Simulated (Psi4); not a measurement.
# Two attempts at AlHSF2 (SMILES [F][Al]([F])[SH])

Aim: a single-point energy of AlHSF2 at UXLYP/6-311G (DKH2, density fitting).

The results are computed with Psi4 1.11.

3 further runs of the same task are left out: 3 set aside as unsound or not needed.

### 1 The molecule

The species is AlHSF2 (5 atoms), meant as a singlet with charge 0. As SMILES, `[F][Al]([F])[SH]`. Geometry: relaxed at PBE0-D4/def2-TZVP.

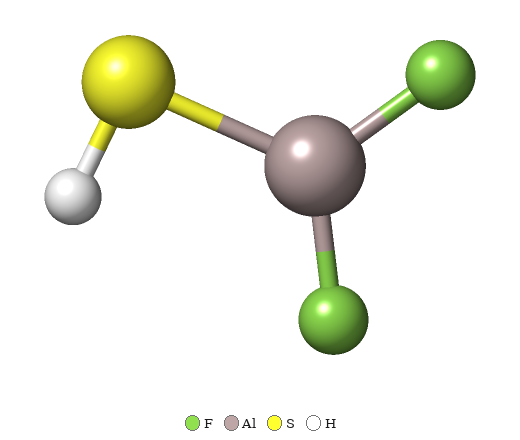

Viewed from a chosen angle; fluorine green, aluminium light grey, sulfur yellow, hydrogen white.

### 2 Try one

alf2hs.py

```python
import psi4

psi4.set_memory('1600 MB')
psi4.set_num_threads(1)
psi4.core.set_output_file('alf2hs.out', False)

geom = psi4.geometry("""
F      0.892200     0.387900     1.495500
Al     0.340300    -0.464700     0.211000
F      0.820600    -2.015600     0.014600
S     -1.003400     0.425700    -1.216000
H     -0.999700     1.593000    -0.546400
units bohr
""")

psi4.set_options({
    'reference': 'uks',
    'maxiter': 60,
    'relativistic': 'dkh',
    'dkh_order': 2,
})

e = psi4.energy('xlyp/6-311G')
print(f'xlyp/6-311G energy: {e:.10f} Eh')
```

On the command line:

```sh
python alf2hs.py
```

alf2hs.out:

```text
[...]
  Running in c1 symmetry.
[...]
  Nuclear repulsion =  377.750315745738021
[...]
  Multiplicity = 1
[...]
  Nalpha       = 24
  Nbeta        = 24
[...]
    Number of basis functions: 71
[...]
   @DF-UKS iter   1:  -834.67129171645843    1.00220e+01   3.17286e-02 ADIIS/DIIS
[...]
   @DF-UKS iter  10:  -835.85674769275170   -7.56449e-09   2.27951e-07 DIIS
[...]
   @S^2 Observed:                7.105427358E-15
[...]
    Orbital Energies [Eh]
    ---------------------
    Alpha Occupied:
       1A    -88.333288     2A    -55.514739     3A    -24.319652
       4A    -24.302401     5A     -7.869165     6A     -5.847810
       7A     -5.831615     8A     -5.798466     9A     -4.464610
      10A     -3.177398    11A     -3.073850    12A     -2.873321
      13A     -1.129912    14A     -1.010073    15A     -0.890488
      16A     -0.656205    17A     -0.605020    18A     -0.585400
      19A     -0.552491    20A     -0.378247    21A     -0.343609
      22A     -0.278650    23A     -0.202908    24A     -0.179260
    Alpha Virtual:
      25A     -0.025149    26A      0.012137    27A      0.020473
[...]
  @DF-UKS Final Energy:  -835.85674769275170
   => Energetics <=
    Nuclear Repulsion Energy =            377.7503157457380212
    One-Electron Energy =               -1901.3465263779366978
    Two-Electron Energy =                 756.8631738862702605
    DFT Exchange-Correlation Energy =     -69.1237109468234507
    Empirical Dispersion Energy =           0.0000000000000000
    VV10 Nonlocal Energy =                  0.0000000000000000
    Total Energy =                       -835.8567476927516964
[...]
 Multipole Moments:
 ------------------------------------------------------------------------------------
     Multipole            Electronic (a.u.)      Nuclear  (a.u.)        Total (a.u.)
 ------------------------------------------------------------------------------------
 L = 1.  Multiply by 2.5417464519 to convert [e a0] to [Debye]
 Dipole X            :          1.6834588           -1.4456927            0.2377661
 Dipole Y            :         -1.3323138            1.5544956            0.2221818
 Dipole Z            :          1.6649867           -1.1958770            0.4691098
 Magnitude           :                                                    0.5709303
[...]
```

On the terminal:

```text
xlyp/6-311G energy: -835.8567476928 Eh
```

It took 3.9 s on 1 thread of Intel Xeon 6975P-C (Granite Rapids), shared host; peak memory 0.39 GiB.

### 3 Diagnosis

The run finished; that doesn't make the result usable.

The fault: the coordinates are read in the wrong unit, so the molecule is scaled by the ratio of bohr to ångström. As the program read them, the closest atoms are 0.71 Å apart, against 1.35 Å in the sound input.

### 4 The mended input

alf2hs.py

```python
import psi4

psi4.set_memory('1600 MB')
psi4.set_num_threads(1)
psi4.set_output_file('output.dat', False)

molecule = psi4.geometry("""
0 1
F      0.892200     0.387900     1.495500
Al     0.340300    -0.464700     0.211000
F      0.820600    -2.015600     0.014600
S     -1.003400     0.425700    -1.216000
H     -0.999700     1.593000    -0.546400
""")

psi4.set_options({
    'reference': 'uks',
    'relativistic': 'dkh',
    'dkh_order': 2,
})

energy_value, wavefunction = psi4.energy('xlyp/6-311G', return_wfn=True)
print(f'total energy {energy_value:.8f} hartree = {energy_value * 27.211386:.5f} eV')
```

On the command line:

```sh
python alf2hs.py
```

output.dat:

```text
[...]
  Running in c1 symmetry.
[...]
  Nuclear repulsion =  199.896858416041425
[...]
  Multiplicity = 1
[...]
  Nalpha       = 24
  Nbeta        = 24
[...]
    Number of basis functions: 71
[...]
   @DF-UKS iter   1:  -842.67325588830511   -2.89887e-01   1.47304e-02 DIIS/ADIIS
[...]
   @DF-UKS iter  10:  -842.96265424985268   -6.44354e-09   2.29196e-07 DIIS
[...]
   @S^2 Observed:               -7.105427358E-15
[...]
    Orbital Energies [Eh]
    ---------------------
    Alpha Occupied:
       1A    -88.342053     2A    -55.603462     3A    -24.287881
       4A    -24.284730     5A     -7.748134     6A     -5.731820
       7A     -5.727571     8A     -5.721103     9A     -4.039490
      10A     -2.631982    11A     -2.629974    12A     -2.629348
      13A     -1.076406    14A     -1.067062    15A     -0.711423
      16A     -0.439476    17A     -0.407927    18A     -0.390934
      19A     -0.376192    20A     -0.372013    21A     -0.353686
      22A     -0.348515    23A     -0.312221    24A     -0.263134
    Alpha Virtual:
      25A     -0.086385    26A     -0.052480    27A     -0.028731
[...]
  @DF-UKS Final Energy:  -842.96265424985268
   => Energetics <=
    Nuclear Repulsion Energy =            199.8968584160414252
    One-Electron Energy =               -1567.1039622108335152
    Two-Electron Energy =                 590.6771155453318443
    DFT Exchange-Correlation Energy =     -66.4326660003923166
    Empirical Dispersion Energy =           0.0000000000000000
    VV10 Nonlocal Energy =                  0.0000000000000000
    Total Energy =                       -842.9626542498526760
[...]
 Multipole Moments:
 ------------------------------------------------------------------------------------
     Multipole            Electronic (a.u.)      Nuclear  (a.u.)        Total (a.u.)
 ------------------------------------------------------------------------------------
 L = 1.  Multiply by 2.5417464519 to convert [e a0] to [Debye]
 Dipole X            :          2.5278553           -2.7319632           -0.2041079
 Dipole Y            :         -2.3891274            2.9375710            0.5484436
 Dipole Z            :          2.2783145           -2.2598799            0.0184345
 Magnitude           :                                                    0.5854829
[...]
```

The script printed:

```text
total energy -842.96265425 hartree = -22938.18217 eV
```

It took 3.6 s on 1 thread of Intel Xeon 6975P-C (Granite Rapids), shared host; peak memory 0.35 GiB.

### 5 What came out

Level: UXLYP/6-311G (DKH2, density fitting).

| quantity | value |
| --- | --- |
| total energy | -842.96265 Eh |
| dipole moment | 1.49 D |
| HOMO energy | -7.16 eV |
| LUMO energy | -2.35 eV |
| HOMO–LUMO gap | 4.81 eV |

What this shows: The first attempt's energy was +193.362 eV off this one.
